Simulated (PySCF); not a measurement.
# BHF2 (SMILES FBF), step by step

Wanted: a series of 19 runs (PBE0-D4/def2-TZVP, CCSD(T)/def2-TZVPP, RI-MP2/def2-QZVPP, PBE-D4/def2-TZVPP, r2SCAN-D4/def2-TZVPP, B3LYP-D4/def2-TZVPP, PBE0-D4/def2-TZVPP, wB97M-V/def2-TZVPP, and more) of BF2H. 

The calculation is run with PySCF 2.14.0.

## (1) Starting point

The species is BHF2 (4 atoms), meant as a singlet with charge 0. SMILES: `FBF`. All atoms were displaced at random from a relaxed shape. The run starts from this shape.

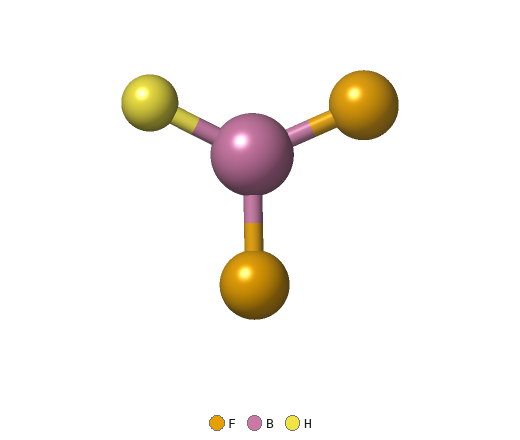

Viewed from a chosen angle; fluorine amber, boron pink, hydrogen yellow.

## (2) A structure relaxation at PBE0-D4/def2-TZVP (density fitting with def2-universal-jkfit) (run 1)

Input file geometry.xyz:

```xyz
4
BF2H
F      1.144421     0.440082    -0.412180
B     -0.049050    -0.071390     0.022057
F     -1.067097     0.529946    -0.490836
H     -0.014586    -0.970361     0.835354
```

Input file job.py:

```python
from pyscf import gto, dft
from pyscf.geomopt.geometric_solver import kernel as optimise

molecule = gto.Mole()
molecule.atom = 'geometry.xyz'
molecule.verbose = 3
molecule.max_memory = 1860
molecule.basis = 'def2-tzvp'
molecule.build()

mf = dft.RKS(molecule, xc='pbe0')
mf = mf.density_fit(auxbasis='def2-universal-jkfit')
mf.max_cycle = 100
mf.grids.level = 4
mf.conv_tol = 1e-09
mf.disp = 'd4'
converged, mol_eq = optimise(mf, maxsteps=100)
print('converged:', converged)
print(mol_eq.tostring())

mf.reset(mol_eq)
molecule = mol_eq
mf.kernel()
energy = mf.e_tot
print('E = %.10f Eh' % energy)
```

Run with:

```
$ OMP_NUM_THREADS=1 python job.py
```

Output:

```text
maxiter                   100
----------------------------------------------------------
Custom engine selected.
Bonds will be generated from interatomic distances less than 1.20 times sum of covalent radii
12 internal coordinates being used (instead of 12 Cartesians)
Internal coordinate system (atoms numbered from 1):
Distance 1-2
Distance 2-3
Distance 2-4
Angle 1-2-4
Angle 3-2-4
Out-of-Plane 2-1-3-4
Translation-X 1-4
Translation-Y 1-4
Translation-Z 1-4
Rotation-A 1-4
Rotation-B 1-4
Rotation-C 1-4
> ===== Optimization Info: ====
> Job type: Energy minimization
> Maximum number of optimization cycles: 100
> Initial / maximum trust radius (Angstrom): 0.100 / 0.300
> Convergence Criteria:
> Will converge when all 5 criteria are reached:
>  |Delta-E| < 1.00e-06
>  RMS-Grad  < 3.00e-04
>  Max-Grad  < 4.50e-04
>  RMS-Disp  < 1.20e-03
>  Max-Disp  < 1.80e-03
> === End Optimization Info ===

Geometry optimization cycle 1
Cartesian coordinates (Angstrom)
 Atom        New coordinates             dX        dY        dZ
   F   1.144421   0.440082  -0.412180    0.000000  0.000000  0.000000
   B  -0.049050  -0.071390   0.022057    0.000000  0.000000 -0.000000
   F  -1.067097   0.529946  -0.490836    0.000000  0.000000  0.000000
   H  -0.014586  -0.970361   0.835354    0.000000  0.000000  0.000000

WARN: Mole.unit (angstrom) is changed to Bohr

converged SCF energy = -225.116951569531
--------------- DFRKS_Scanner gradients ---------------
         x                y                z
0 F     0.0250727448     0.0176646641    -0.0136687362
1 B    -0.0548458673    -0.0108704943     0.0045950834
2 F     0.0226072588     0.0008305821     0.0006194272
3 H     0.0071709200    -0.0075846697     0.0084729897
----------------------------------------------
cycle 1: E = -225.11695157  dE = -225.117  norm(grad) = 0.0704824
Step    0 : Gradient = 3.524e-02/5.610e-02 (rms/max) Energy = -225.1169515695
Hessian Eigenvalues: 4.50000e-02 5.00000e-02 5.00000e-02 ... 2.37568e-01 5.11426e-01 7.03931e-01

Geometry optimization cycle 2
Cartesian coordinates (Angstrom)
 Atom        New coordinates             dX        dY        dZ
   F   1.213698   0.366691  -0.361927    0.069277 -0.073391  0.050253
   B  -0.022428   0.007566   0.000445    0.026622  0.078956 -0.021612
   F  -1.157898   0.460334  -0.446463   -0.090801 -0.069612  0.044373
   H  -0.019813  -0.907334   0.761862   -0.005227  0.063027 -0.073492
converged SCF energy = -225.115802500837
--------------- DFRKS_Scanner gradients ---------------
         x                y                z
0 F     0.0257673234    -0.0117864075     0.0063208885
1 B    -0.0256409196     0.0257658513    -0.0106207666
2 F    -0.0057500663    -0.0141638644     0.0090698612
3 H     0.0056070725     0.0002134103    -0.0047963626
----------------------------------------------
cycle 2: E = -225.115802501  dE = 0.00114907  norm(grad) = 0.0514528
Step    1 : Displace = 1.056e-01/1.226e-01 (rms/max) Trust = 1.000e-01 (=) Grad = 2.573e-02/3.787e-02 (rms/max) E (change) = -225.1158025008 (+1.149e-03) Quality = -0.177
Hessian Eigenvalues: 4.60575e-02 4.99999e-02 5.00000e-02 ... 4.08576e-01 5.56030e-01 6.93327e-01

Geometry optimization cycle 3
Cartesian coordinates (Angstrom)
 Atom        New coordinates             dX        dY        dZ
   F   1.166356   0.399694  -0.391075   -0.047342  0.033003 -0.029149
   B  -0.014445  -0.022327   0.026964    0.007983 -0.029893  0.026519
   F  -1.109833   0.485823  -0.468875    0.048065  0.025488 -0.022412
   H  -0.028430  -0.936256   0.787007   -0.008617 -0.028921  0.025145
converged SCF energy = -225.120703132715
--------------- DFRKS_Scanner gradients ---------------
         x                y                z
0 F     0.0082801915    -0.0043670810    -0.0001501542
1 B    -0.0135640958     0.0105298941     0.0028452276
2 F     0.0014886723    -0.0053885032     0.0010689808
3 H     0.0038184876    -0.0007744337    -0.0037561692
----------------------------------------------
cycle 3: E = -225.120703133  dE = -0.00490063  norm(grad) = 0.0212673
Step    2 : Displace = 5.207e-02/6.494e-02 (rms/max) Trust = 5.000e-02 (-) Grad = 1.063e-02/1.741e-02 (rms/max) E (change) = -225.1207031327 (-4.901e-03) Quality = 1.064
Hessian Eigenvalues: 4.48361e-02 5.00000e-02 5.00000e-02 ... 4.07646e-01 5.28404e-01 7.02168e-01

Geometry optimization cycle 4
Cartesian coordinates (Angstrom)
 Atom        New coordinates             dX        dY        dZ
   F   1.133320   0.440226  -0.389986   -0.033036  0.040532  0.001089
   B  -0.001550  -0.104828  -0.032357    0.012896 -0.082501 -0.059321
   F  -1.076548   0.517835  -0.452017    0.033285  0.032012  0.016858
   H  -0.042720  -0.926169   0.827789   -0.014290  0.010086  0.040782
converged SCF energy = -225.118796952898
--------------- DFRKS_Scanner gradients ---------------
         x                y                z
0 F    -0.0092351079     0.0058101932     0.0055040344
1 B     0.0005912801    -0.0197075527    -0.0161780839
2 F     0.0076266878     0.0069364145     0.0046454382
3 H     0.0010271139     0.0069361682     0.0060097477
----------------------------------------------
cycle 4: E = -225.118796953  dE = 0.00190618  norm(grad) = 0.0318269
Step    3 : Displace = 6.633e-02/1.025e-01 (rms/max) Trust = 7.071e-02 (+) Grad = 1.591e-02/2.550e-02 (rms/max) E (change) = -225.1187969529 (+1.906e-03) Quality = -0.994
Hessian Eigenvalues: 4.99997e-02 5.00000e-02 5.00000e-02 ... 4.05828e-01 5.70446e-01 7.27811e-01

Geometry optimization cycle 5
Cartesian coordinates (Angstrom)
 Atom        New coordinates             dX        dY        dZ
   F   1.155678   0.423012  -0.392168    0.022357 -0.017214 -0.002183
   B  -0.000785  -0.063200  -0.007126    0.000765  0.041628  0.025230
   F  -1.098503   0.498075  -0.455710   -0.021955 -0.019760 -0.003693
   H  -0.043920  -0.930731   0.808548   -0.001200 -0.004562 -0.019241
converged SCF energy = -225.12118233162
--------------- DFRKS_Scanner gradients ---------------
         x                y                z
0 F    -0.0002928952     0.0005834065     0.0034177023
1 B    -0.0006907701    -0.0039982809    -0.0087781342
2 F     0.0002679012     0.0010773182     0.0029593772
3 H     0.0007277449     0.0023418003     0.0024274483
----------------------------------------------
cycle 5: E = -225.121182332  dE = -0.00238538  norm(grad) = 0.0112926
Step    4 : Displace = 3.333e-02/4.867e-02 (rms/max) Trust = 3.316e-02 (-) Grad = 5.646e-03/9.671e-03 (rms/max) E (change) = -225.1211823316 (-2.385e-03) Quality = 0.817
Hessian Eigenvalues: 4.99996e-02 4.99999e-02 5.00000e-02 ... 4.04727e-01 6.41469e-01 7.75844e-01

Geometry optimization cycle 6
Cartesian coordinates (Angstrom)
 Atom        New coordinates             dX        dY        dZ
   F   1.150124   0.424978  -0.404045   -0.005554  0.001966 -0.011877
   B   0.001657  -0.051898   0.014812    0.002442  0.011302  0.021938
   F  -1.091672   0.495199  -0.464648    0.006831 -0.002876 -0.008938
   H  -0.048668  -0.941382   0.805429   -0.004748 -0.010651 -0.003119
converged SCF energy = -225.121492008529
--------------- DFRKS_Scanner gradients ---------------
         x                y                z
0 F    -0.0018099573     0.0006399917    -0.0002244762
1 B     0.0007004467    -0.0014686404     0.0003135602
2 F     0.0012048025     0.0007638580    -0.0003412779
3 H    -0.0000856451     0.0000908523     0.0002757283
----------------------------------------------
cycle 6: E = -225.121492009  dE = -0.000309677  norm(grad) = 0.00295379
Step    5 : Displace = 1.635e-02/2.530e-02 (rms/max) Trust = 4.690e-02 (+) Grad = 1.477e-03/1.933e-03 (rms/max) E (change) = -225.1214920085 (-3.097e-04) Quality = 0.981
Hessian Eigenvalues: 4.99890e-02 4.99998e-02 5.00000e-02 ... 4.03346e-01 6.50526e-01 8.04418e-01

Geometry optimization cycle 7
Cartesian coordinates (Angstrom)
 Atom        New coordinates             dX        dY        dZ
   F   1.153765   0.422288  -0.402804    0.003642 -0.002690  0.001241
   B   0.000979  -0.049935   0.013738   -0.000677  0.001963 -0.001074
   F  -1.095043   0.493291  -0.463977   -0.003372 -0.001908  0.000671
   H  -0.048586  -0.939933   0.803525    0.000082  0.001450 -0.001904
converged SCF energy = -225.121512707575
--------------- DFRKS_Scanner gradients ---------------
         x                y                z
0 F     0.0000319093     0.0003691980    -0.0001161220
1 B    -0.0002369440    -0.0007450054     0.0000858823
2 F     0.0002170683     0.0002426692    -0.0000133247
3 H     0.0000023544     0.0001584587     0.0000669436
----------------------------------------------
cycle 7: E = -225.121512708  dE = -2.0699e-05  norm(grad) = 0.000951389
Step    6 : Displace = 3.453e-03/4.401e-03 (rms/max) Trust = 6.633e-02 (+) Grad = 4.757e-04/7.865e-04 (rms/max) E (change) = -225.1215127076 (-2.070e-05) Quality = 1.187
Hessian Eigenvalues: 4.98171e-02 5.00000e-02 5.00000e-02 ... 4.14929e-01 5.82567e-01 7.24327e-01

Geometry optimization cycle 8
Cartesian coordinates (Angstrom)
 Atom        New coordinates             dX        dY        dZ
   F   1.154304   0.420724  -0.402875    0.000539 -0.001564 -0.000071
   B   0.000904  -0.048943   0.013795   -0.000075  0.000992  0.000058
   F  -1.095874   0.492387  -0.464463   -0.000830 -0.000904 -0.000486
   H  -0.048996  -0.939906   0.802666   -0.000411  0.000026 -0.000859
converged SCF energy = -225.121514320511
--------------- DFRKS_Scanner gradients ---------------
         x                y                z
0 F    -0.0000128829     0.0000163940     0.0000182240
1 B     0.0000359159    -0.0000507189     0.0000263587
2 F    -0.0000150318     0.0000162397     0.0000097981
3 H     0.0000079089     0.0000435105    -0.0000317848
----------------------------------------------
cycle 8: E = -225.121514321  dE = -1.61294e-06  norm(grad) = 9.42106e-05
Step    7 : Displace = 1.097e-03/1.409e-03 (rms/max) Trust = 9.380e-02 (+) Grad = 4.711e-05/6.751e-05 (rms/max) E (change) = -225.1215143205 (-1.613e-06) Quality = 0.993
Hessian Eigenvalues: 4.78450e-02 5.00000e-02 5.00000e-02 ... 4.22236e-01 5.84775e-01 7.31156e-01

Geometry optimization cycle 9
Cartesian coordinates (Angstrom)
 Atom        New coordinates             dX        dY        dZ
   F   1.154263   0.420133  -0.403166   -0.000041 -0.000591 -0.000291
   B   0.000694  -0.049133   0.013575   -0.000210 -0.000190 -0.000220
   F  -1.095946   0.492213  -0.464931   -0.000072 -0.000174 -0.000468
   H  -0.049394  -0.940110   0.802611   -0.000398 -0.000204 -0.000055
converged SCF energy = -225.121514328759
--------------- DFRKS_Scanner gradients ---------------
         x                y                z
0 F     0.0000176904     0.0000154494     0.0000059170
1 B    -0.0000038296     0.0000175177     0.0000067064
2 F    -0.0000070640     0.0000017572     0.0000096724
3 H     0.0000092197    -0.0000092825     0.0000002445
----------------------------------------------
cycle 9: E = -225.121514329  dE = -8.24861e-09  norm(grad) = 3.56501e-05
Step    8 : Displace = 7.300e-05/1.021e-04 (rms/max) Trust = 1.327e-01 (+) Grad = 1.783e-05/2.422e-05 (rms/max) E (change) = -225.1215143288 (-8.249e-09) Quality = 0.251
Hessian Eigenvalues: 4.78450e-02 5.00000e-02 5.00000e-02 ... 4.22236e-01 5.84775e-01 7.31156e-01
Converged! =D

converged: True
F           1.15426307        0.42013312       -0.40316581
B           0.00069413       -0.04913318        0.01357545
F          -1.09594574        0.49221294       -0.46493086
H          -0.04939364       -0.94010984        0.80261116
converged SCF energy = -225.121514328926
E = -225.1215143289 Eh
```

Run time: 84 s. Hardware: 1 thread of Arm Neoverse V1, shared host; peak memory 0.94 GiB.

The path in brief:

| step | energy from the first frame kept (eV) | largest force (eV/Å) |
| --- | --- | --- |
| 0 | 0.0000 | 2.8848 |
| 1 | 0.0313 | 1.9474 |
| 2 | -0.1021 | 0.8950 |
| 3 | -0.0502 | 1.3115 |
| 4 | -0.1151 | 0.4973 |
| 5 | -0.1236 | 0.0994 |
| 6 | -0.1241 | 0.0404 |
| 7 | -0.1242 | 0.0035 |
| 8 | -0.1242 | 0.0012 |

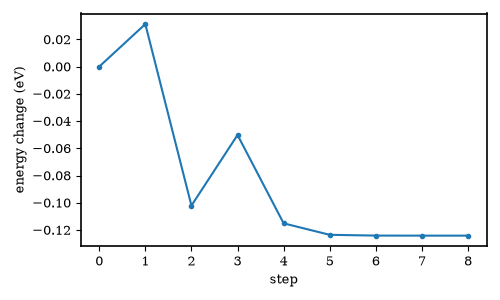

Energy along the run.

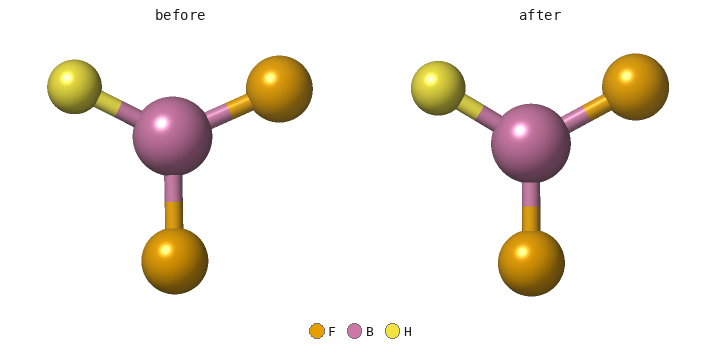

Before and after, at one scale.

After the run. Bond lengths: F1–B2 1.313 Å, B2–F3 1.313 Å, B2–H4 1.191 Å. Angles: F1–B2–F3 118.1°, F1–B2–H4 121.0°, F3–B2–H4 121.0°.

## (3) Vibrational wavenumbers at PBE0-D4/def2-TZVP (density fitting with def2-universal-jkfit) (run 2)

Input file start.xyz:

```xyz
4
BF2H
F      1.132919     0.101613    -0.091027
B     -0.020860    -0.367425     0.325412
F     -1.117259     0.174233    -0.153271
H     -0.070948    -1.258402     1.114448
```

Input file input.py:

```python
import numpy
from pyscf import gto, dft, symm
from pyscf.hessian import thermo

system = gto.M(
    atom='start.xyz',
    verbose=3,
    basis='def2-tzvp',
    max_memory=1860,
)

myscf = dft.RKS(system)
myscf.xc = 'pbe0'
myscf = myscf.density_fit(auxbasis='def2-universal-jkfit')
myscf.max_cycle = 100
myscf.grids.level = 4
myscf.disp = 'd4'
myscf.conv_tol = 1e-09
myscf.kernel()

energy = myscf.e_tot
print('Final energy', energy)
hess = myscf.Hessian().kernel()
modes = thermo.harmonic_analysis(system, hess)
print('frequencies (1/cm)', numpy.round(modes['freq_wavenumber'], 1))
symm.geom.TOLERANCE = 1e-3  # for the symmetry number
th = thermo.thermo(myscf, modes['freq_au'], 298.15, 101325)
thermo.dump_thermo(system, th)
```

Run with:

```
$ OMP_NUM_THREADS=1 python input.py
```

Output:

```text
converged SCF energy = -225.121514313928
Final energy -225.1215143139284

WARN: DFTD4 does not support analytical Hessian, using finite difference.

WARN: Mole.unit (angstrom) is changed to Bohr

frequencies (1/cm) [ 539.3  925.3 1088.4 1187.1 1444.4 2690.5]
temperature 298.1500 [K]
pressure 101325.00 [Pa]
Rotational constants [GHz] 74.82577 10.48848 9.19903
Symmetry number 1
Zero-point energy (ZPE) 0.01794 [Eh]   47102.948 [J/mol]
                           tot       elec      trans        rot        vib
Entropy [J/mol/K]       250.134      0.000    157.489     89.227      3.418
Cv [J/mol/K]             34.251      0.000     12.472     12.472      9.308
Cp [J/mol/K]             42.566      0.000     20.786     12.472      9.308
Internal energy [J/mol]                      3718.434   3718.434  47879.136
Internal energy [Eh]   -225.10045  -225.12151
Enthalpy [J/mol]                             6197.391   3718.434  47879.136
Enthalpy [Eh]          -225.09950
Gibbs free energy [J/mol]                  -40757.979 -22884.630  46860.031
Gibbs free energy [Eh] -225.12791
```

It took 1.8 min on 1 thread of Arm Neoverse V1, shared host; peak memory 1.3 GiB.

Runs 3 to 5 aren't shown in full; the table further down has their settings and results.

## (4) A single-point energy at r2SCAN-D4/def2-TZVPP (run 6)

Input file input.xyz:

```xyz
4
BF2H
F      1.154263     0.420133    -0.403166
B      0.000694    -0.049133     0.013575
F     -1.095946     0.492213    -0.464931
H     -0.049394    -0.940110     0.802611
```

Input file job.py:

```python
from pyscf import gto, dft

system = gto.Mole()
system.atom = 'input.xyz'
system.verbose = 3
system.max_memory = 1860
system.basis = 'def2-tzvpp'
system.spin = 0
system.charge = 0
system.build()

mf = dft.RKS(system)
mf.xc = 'r2scan'
mf.conv_tol = 1e-10
mf.grids.level = 5
mf.disp = 'd4'
mf.kernel()
if not mf.converged:
    mf = mf.newton().run(mf.mo_coeff, mf.mo_occ)

etot = mf.e_tot
print('E(%s) = %.9f' % ('R2SCAN', etot))
```

Run with:

```
$ OMP_NUM_THREADS=1 python job.py
```

Output:

```text
converged SCF energy = -225.249498516233
E(R2SCAN) = -225.249498516
```

It took 37 s on 1 thread of Arm Neoverse V1, shared host; peak memory 0.59 GiB.

Runs 7 to 18 aren't shown in full; the table further down has their settings and results.

## (5) The doublet cation: a single-point energy at UB3LYP/6-31G(d) (spherical functions) (run 19)

Input file input.py:

```python
from pyscf import gto, dft

mol = gto.M(
    atom='F 1.154263 0.420133 -0.403166; B 0.000694 -0.049133 0.013575; F -1.095946 0.492213 -0.464931; H -0.049394 -0.940110 0.802611',
    max_memory=1860,
    spin=1,
    basis='6-31g*',
    verbose=3,
    charge=1,
)

calc0 = dft.UKS(mol)
calc0.xc = 'b3lyp'
calc0.grids.level = 5
calc0.conv_tol = 1e-10
calc0.kernel()
if not calc0.converged:
    calc0 = calc0.newton().run(calc0.mo_coeff, calc0.mo_occ)

etot = calc0.e_tot
print('E(%s) = %.9f' % ('B3LYP', etot))
```

Run with:

```
$ OMP_NUM_THREADS=1 python input.py
```

Output:

```text
converged SCF energy = -224.735336392368  <S^2> = 0.75502543  2S+1 = 2.0050191
E(B3LYP) = -224.735336392
```

It took 8.1 s on 1 thread of Arm Neoverse V1, shared host; peak memory 0.26 GiB.

## (6) All runs side by side

| run | level | task | optimizer | partner | energy (Eh) | dipole moment (D) of the reference | HOMO energy (eV) | LUMO energy (eV) | wall time |
| --- | --- | --- | --- | --- | --- | --- | --- | --- | --- |
| 1 | PBE0-D4/def2-TZVP (density fitting with def2-universal-jkfit) | optimise | geomeTRIC | base | -225.121514 | 0.89 | -10.86 | -0.31 | 84 s |
| 2 | PBE0-D4/def2-TZVP (density fitting with def2-universal-jkfit) | frequencies | – | base | -225.121514 | 0.89 | -10.86 | -0.31 | 1.8 min |
| 3 | CCSD(T)/def2-TZVPP | energy | – | base | -224.986443 | 1.14 | -15.23 | 2.88 | 61 s |
| 4 | RI-MP2/def2-QZVPP (density fitting with def2-universal-jkfit) | energy | – | base | -225.028701 | 1.14 | -15.24 | 2.36 | 3.6 s |
| 5 | PBE-D4/def2-TZVPP | energy | – | base | -225.115558 | 0.76 | -9.10 | -1.37 | 25 s |
| 6 | r2SCAN-D4/def2-TZVPP | energy | – | base | -225.249499 | 0.83 | -9.54 | -0.90 | 37 s |
| 7 | B3LYP-D4/def2-TZVPP | energy | – | base | -225.358766 | 0.89 | -10.64 | -0.63 | 14 s |
| 8 | PBE0-D4/def2-TZVPP | energy | – | base | -225.121694 | 0.89 | -10.86 | -0.32 | 14 s |
| 9 | wB97M-V/def2-TZVPP | energy | – | base | -225.289789 | 0.87 | -13.27 | 1.61 | 62 s |
| 10 | B2PLYP/def2-TZVPP | energy | – | base | -225.223283 | 1.02 | -12.57 | 0.94 | 17 s |
| 11 | SVWN5/def2-TZVPP | energy | – | base | -223.798052 | 0.81 | -9.22 | -1.70 | 8.1 s |
| 12 | M06-2X/def2-TZVPP | energy | – | base | -225.274945 | 0.99 | -12.50 | 0.56 | 40 s |
| 13 | B3LYP/6-31G* (spherical functions) | energy | – | base | -225.242164 | 0.67 | -10.24 | 0.09 | 4.2 s |
| 14 | HF/STO-3G | energy | – | base | -221.134596 | 0.34 | -11.59 | 8.42 | 0.65 s |
| 15 | UPBE-D4/def2-TZVPP | energy | – | cation | -224.619387 | – | -18.74 | -17.88 | 27 s |
| 16 | UB3LYP-D4/def2-TZVPP | energy | – | cation | -224.842512 | – | -20.16 | -17.41 | 27 s |
| 17 | UPBE0-D4/def2-TZVPP | energy | – | cation | -224.607211 | – | -20.38 | -17.07 | 24 s |
| 18 | U-wB97M-V/def2-TZVPP | energy | – | cation | -224.769031 | – | -22.83 | -15.05 | 1.9 min |
| 19 | UB3LYP/6-31G* (spherical functions) | energy | – | cation | -224.735336 | – | -19.96 | -17.30 | 8.1 s |

## (7) Outcome

| quantity | value |
| --- | --- |
| doublet cation, run 19: total energy | -224.73534 Eh |
| doublet cation, run 19: HOMO energy (highest over α and β) | -19.96 eV |
| doublet cation, run 19: LUMO energy (lowest over α and β) | -17.30 eV |
| doublet cation, run 19: ⟨S²⟩ | 0.755 |
| vertical ionisation energy (to the doublet cation), PBE-D4/def2-TZVPP | 13.501 eV |
| vertical ionisation energy (to the doublet cation), B3LYP-D4/def2-TZVPP | 14.048 eV |
| vertical ionisation energy (to the doublet cation), PBE0-D4/def2-TZVPP | 14.000 eV |
| vertical ionisation energy (to the doublet cation), wB97M-V/def2-TZVPP | 14.171 eV |
| vertical ionisation energy (to the doublet cation), B3LYP/6-31G* | 13.791 eV |

In words: At PBE-D4/def2-TZVPP: the vertical ionisation energy comes to 13.50 eV (1303 kJ/mol). −ε(HOMO) before ionisation, 9.10 eV, is 4.40 eV below this ionisation energy. At B3LYP-D4/def2-TZVPP: the vertical ionisation energy comes to 14.05 eV (1355 kJ/mol). −ε(HOMO) before ionisation, 10.64 eV, is 3.41 eV below this ionisation energy. At PBE0-D4/def2-TZVPP: removing an electron at fixed nuclei costs 14.00 eV (1351 kJ/mol). −ε(HOMO) before ionisation, 10.86 eV, is 3.14 eV below this ionisation energy. Totals of different functionals can't be ranked against each other. In run 14 the basis is minimal, so the values are rough. All runs together took 11 min, the longest 1.9 min.
